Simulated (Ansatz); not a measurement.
**Cl3H3Si2 (SMILES [Si](Cl)(Cl)(Cl)[SiH3]): density, localisation and related maps**

Input file:

```
crystal:
  periodic: [false, false, false]
  atoms:
    - { symbol: Si, position_ang: [-1.211038, -0.185229, -1.525848] }
    - { symbol: Cl, position_ang: [0.313211, 0.22552, -0.150757] }
    - { symbol: Cl, position_ang: [-2.410446, -1.739133, -0.798025] }
    - { symbol: Cl, position_ang: [-0.368284, -0.750251, -3.35709] }
    - { symbol: Si, position_ang: [-2.460141, 1.642194, -1.816489] }
    - { symbol: H, position_ang: [-3.051109, 2.037465, -0.529536] }
    - { symbol: H, position_ang: [-3.529935, 1.351865, -2.782398] }
    - { symbol: H, position_ang: [-1.616221, 2.732287, -2.327591] }
basis:
  gaussian: { orbitals: def2-SVP }
hamiltonian:
  xc: b3lyp
relax:
  f_tol: 0.004
  max_steps: 200
output:
  orbitals: {}
```

Command:

```sh
ansatz run input.yaml --threads 4 --pin off --max-ram 10240MiB --backend cpu --events-out ev --progress --plain --runs-dir out
```

The fields are those of the relaxed geometry.

Computed with DFT B3LYP, Gaussian basis def2-SVP in Ansatz 0.2.0.

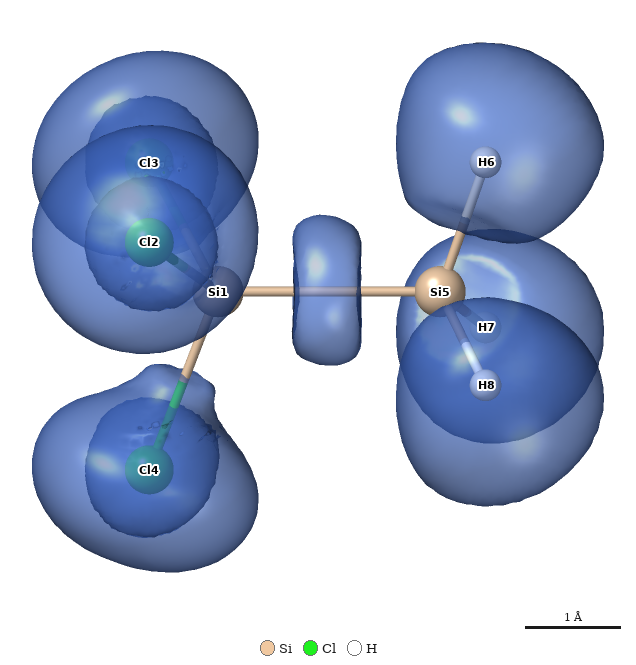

Figure 1. Isosurface of the electron localisation function at 0.8 (blue), seen from one side. Core shells and regions of very low density are left out.

Question: Describe the localisation domains.

Answer: At this value the surface marks out one region between bonded Si–Si atoms (shared pairs), three regions around hydrogen nuclei and three regions on Cl in which the atom's valence shell and bonds are merged. Profiles from the grid: Si–Cl (2.07 Å): the ELF peaks at about 0.85 between the atoms; a polar covalent bond. Si–Si (2.34 Å): the ELF peaks at about 1 between the atoms: a shared electron pair.

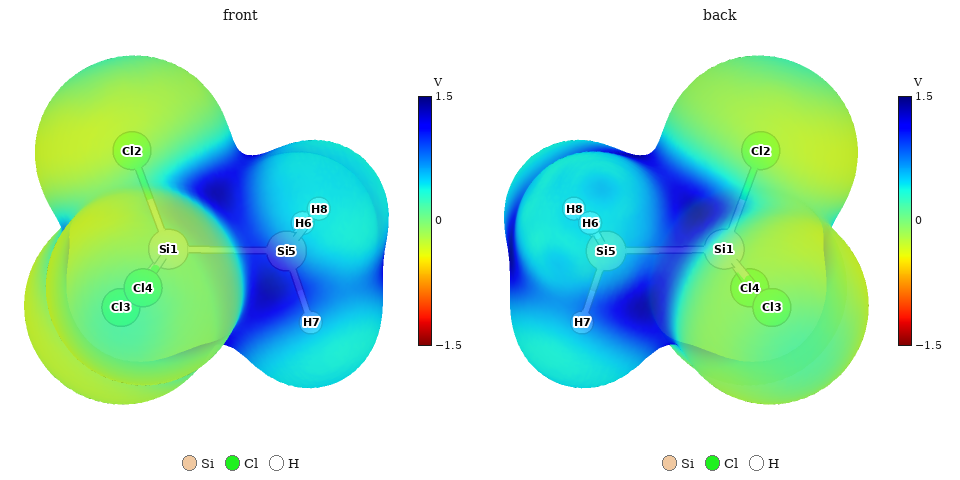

Figure 2. The molecular electrostatic potential painted on the density surface at 0.002 e/bohr³, seen from the front and from behind; red is negative and blue positive.

Question: Where is the surface potential most negative and most positive?

Answer: The most negative region (about −0.3 V) lies over Cl2, Cl3 and Cl4, the most positive (about +1.4 V) over Si1 and Si5.

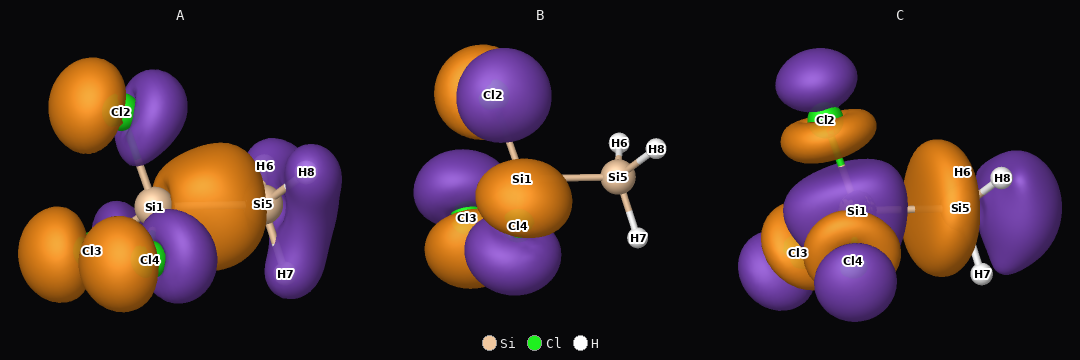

Figure 3. Three frontier orbitals at ±0.08 Å⁻³ᐟ² (orange and purple are the two phases), in no order.

Question: Order the three orbitals by energy and name them.

Answer: B is the HOMO−1 (−8.75 eV). By Hirshfeld shares it lies mainly on Cl2 (about 30 %), Cl3 (about 30 %) and Cl4 (about 30 %); largely a combination of lone pairs on Cl2, Cl3 and Cl4. A is the HOMO (−8.27 eV). Its weight (Hirshfeld) is mainly on Si5 (about 25 %), Si1 (about 20 %), Cl3 (about 15 %), Cl2 (about 15 %) and Cl4 (about 15 %). C is the LUMO (−0.46 eV). By Hirshfeld shares it lies mainly on Si1 (about 30 %), Si5 (about 20 %), Cl3 (about 15 %), Cl2 (about 15 %) and Cl4 (about 15 %).

Question: What is the HOMO–LUMO gap?

Answer: 7.81 eV between the orbital energies.

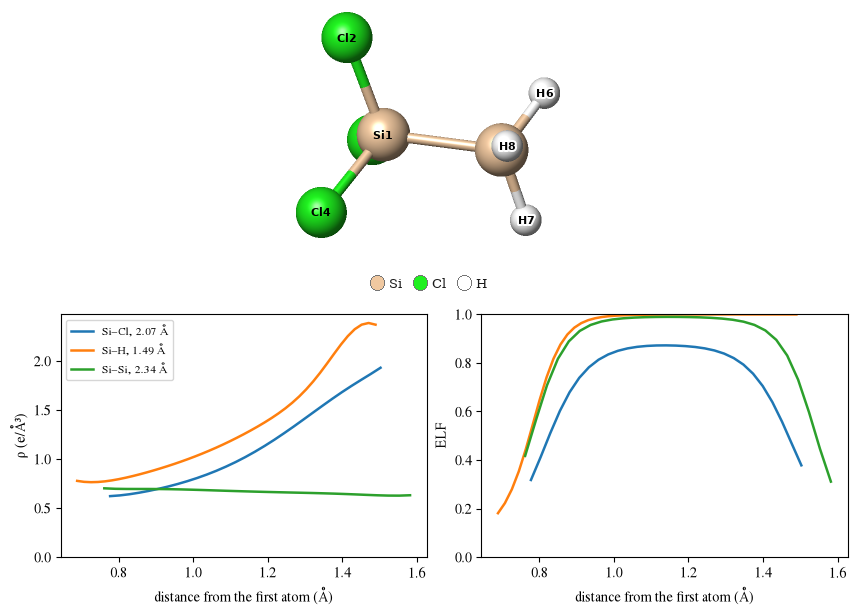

Figure 4. Electron density and electron localisation function along straight lines between neighbouring atoms. The curves leave out the atomic cores. The structure is drawn too.

Question: What can be read from the curves?

Answer: Si–Cl (2.07 Å): ρ at the midpoint is about 0.84 e/Å³; the ELF peaks at about 0.85 between the atoms: a polar covalent bond.
Si–H (1.49 Å): ρ at the midpoint is about 0.77 e/Å³; the ELF climbs to about 1 towards the hydrogen, as it does in any bond to H.
Si–Si (2.34 Å): the density is about 0.67 e/Å³ at the midpoint; the ELF peaks at about 1 between the atoms (a covalent bond).
